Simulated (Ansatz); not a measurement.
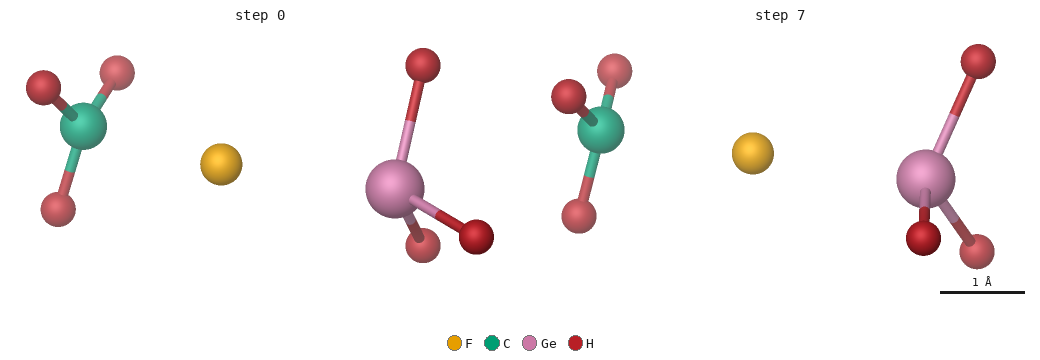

The structure of CH$_{6}$FGe (multiplicity 2) before (left) and after (right) a constrained relaxation, at one scale.

The picture is a ball-and-stick view, seen at a tilt.

The reaction that was planned forms F1–Ge3 and breaks F1–C2 (atoms numbered from 1 in input order).

Computed with UKS PBE0-D4/def2-SVP in Ansatz. Settings: held fixed: the distance between atoms 1 (F) and 3 (Ge), the distance between atoms 1 (F) and 2 (C), counting from 1; force threshold 0.04 eV/Å; at most 150 steps.

Summarise the run.

The energy falls by 7.97 kcal/mol in 6 accepted moves (7 points after the start). The largest force component goes from 0.7 to 0.018 eV/Å. The line search rejected the trial step at point 5 of the run. The forces were under the threshold at step 4, but the run went on from there. The atom that moves furthest after the best rigid fit is an H atom (0.87 Å). Largest moves by element: H 0.87 Å, F 0.31 Å, Ge 0.28 Å, C 0.10 Å. Near-neighbour distances that change, for instance: C–H 1.071 → 1.090 Å, Ge–H 1.516 → 1.534 Å, Ge–H 1.552 → 1.534 Å. Bond angles that change, for instance: H–Ge–H 107.0° → 113.0°. Cost: 9 s on 8 threads of Arm Neoverse V1, with other jobs on the host.
